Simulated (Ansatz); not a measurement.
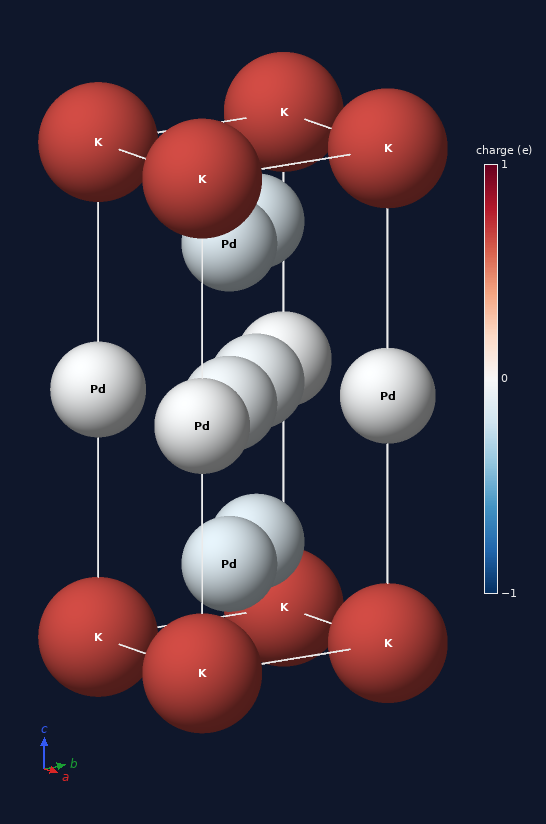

We look at a spheres-only model of the crystal slightly off an axis. The wireframe shows the simulation cell. The atoms of this KPd$_{7}$ cell are coloured by their Bader charge.

The calculation: Ansatz, DFT PBE, scalar-relativistic, plane waves, PAW, with a plane-wave cutoff of 420 eV, k-point mesh 12×12×6, Gaussian smearing of 0.1 eV, no spin polarisation.

### Interpret the colouring.

Most positive: K; most negative: Pd. Charges: about K +0.7 e; Pd -0.1 to 0.0 e.

It goes back to a random cell made by a generator, so it need not be a real form of the compound. Earlier steps of the study, as a rule a relaxation of our own, may have changed the cell and positions, so they can lie some per cent off the listed ones. It went into a calculation with Ansatz.
